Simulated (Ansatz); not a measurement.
# WSe: what the fields show

```
W Se
1.0
     3.74996    0.00000    0.00000
     0.00000    3.74996    0.00000
     0.00000    0.00000    3.74996
W Se
1 1
Direct
  0.00000 0.00000 0.00000
  0.50000 0.50000 0.50000
```

Space group Pm-3m; started from the CsCl (B2) prototype, which need not be the ambient phase; computed pressure about −8 GPa in this cell; Hubbard U of 6.2 eV on W d only; spin-polarised.

Method: DFT PBE+U, scalar-relativistic, plane waves, PAW in Ansatz 0.2.0.

In a PAW calculation such maps are meaningful between the atoms, not at the nuclei.

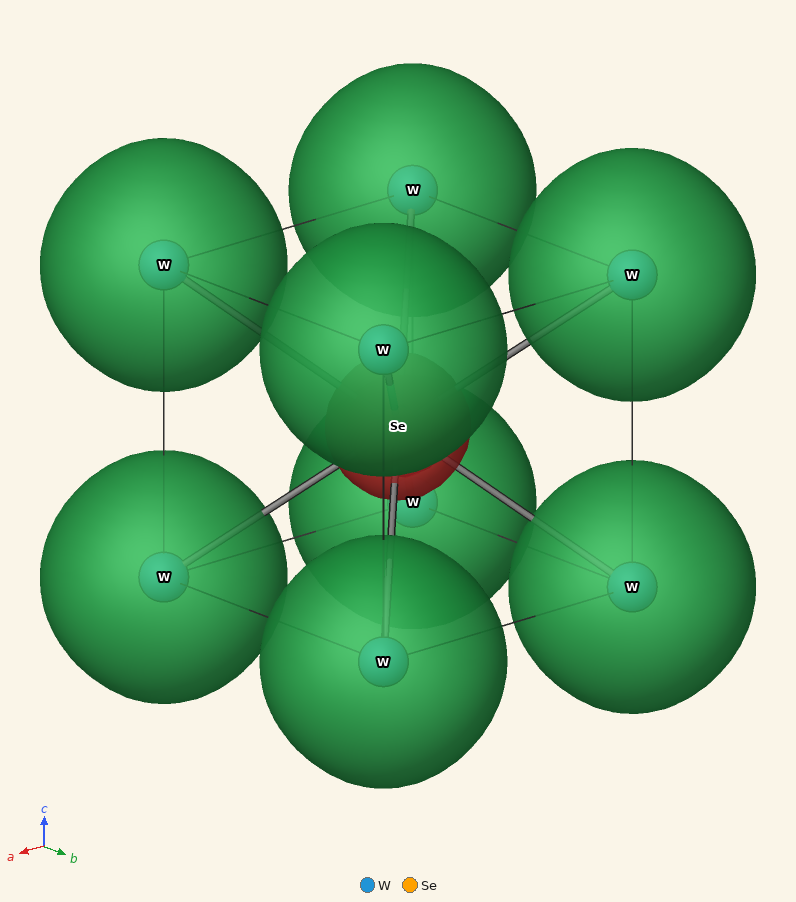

Figure 1. Isosurfaces of the magnetisation density (up minus down) at +0.1 (green) and −0.1 e/Å³ (red), seen at an oblique angle. Sticks mark near contacts.

### Where is the spin, and how is it ordered?

The spin density sits on W: +3.8 μB in one cell of 2 atoms, with smaller moments on other sites: Se (up to −0.61 μB): parallel moments on the main sites in this solution. The cell of the calculation (2 atoms) carries 4.0 μB of net spin moment.

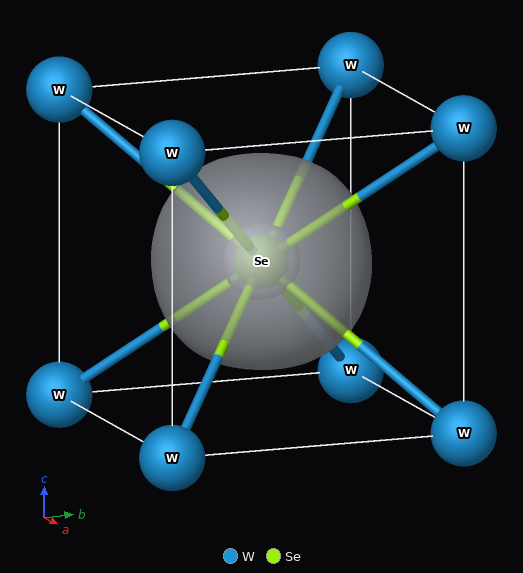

Figure 2. Isosurface of the electron localisation function at 0.55 (grey), seen slightly off an axis. Core shells and regions of very low density are left out. Sticks mark near contacts.

### Identify the bonds, lone pairs and shells in this picture.

The ELF exceeds this value in one region wrapped around Se (its valence shell), counted in one cell of 2 atoms. Regions shared between cells count once. Along the contacts the grid gives the following. W–Se (3.25 Å): the ELF is about 0.30 at the midpoint.

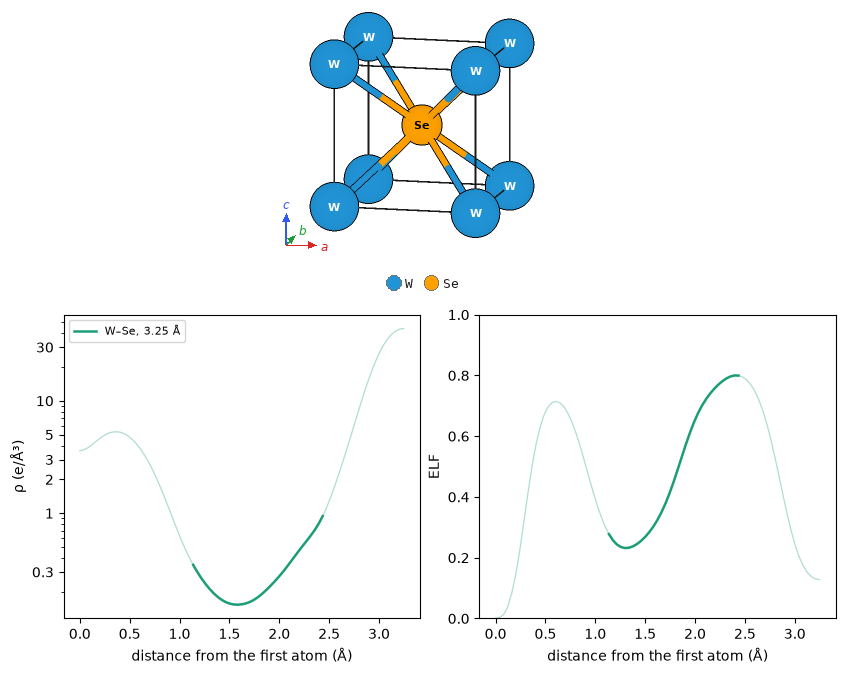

Figure 3. Valence electron density and ELF along straight lines between neighbouring atoms. Thin, pale parts lie inside the atomic spheres. The structure is drawn too.

### What can be read from the curves?

W–Se (3.25 Å): ρ at the midpoint is about 0.15 e/Å³; the ELF is about 0.30 at the midpoint.

### Does the calculation make it a metal, or give it a gap?

It is metallic or semimetallic at this level of theory: no gap opens; semilocal functionals without U, or without the true magnetic order, often close the gap of such compounds.
